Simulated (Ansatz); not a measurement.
**A computed series for CdTe: pressure series**

The reference is CdTe in the zinc blende structure (space group F-43m, No. 216; a = 6.489 Å).

Cell and atoms are relaxed at each pressure.

Computed with PBEsol in Ansatz (plane waves to 420 eV, PAW, no spin-orbit coupling).

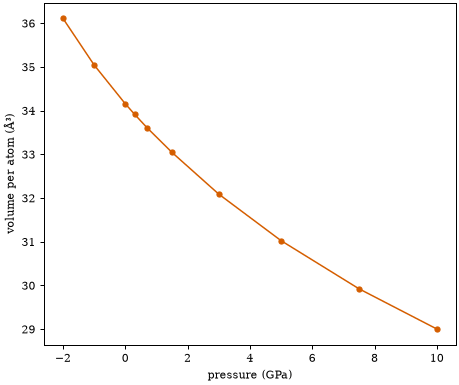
*Volume per atom against pressure*

```
pressure (GPa)  volume per atom
--------------  ---------------
-2                     36.11 Å³
-1                     35.05 Å³
0.3                    33.92 Å³
0.7                    33.61 Å³
1.5                    33.04 Å³
3                      32.09 Å³
5                      31.02 Å³
7.5                    29.92 Å³
10                     29.00 Å³
```

Load acts through the strain it causes; cell and atoms are relaxed under it. Stability against distortions was not tested. Measured, CdTe leaves this structure (for cinnabar) near 3.53 GPa (temperature not stated; as listed in Datta, Sujoy, Jana, Debnarayan, arXiv (2020)), on rising pressure, with hysteresis.

Ansatz is a quantum-chemistry and plane-wave program.
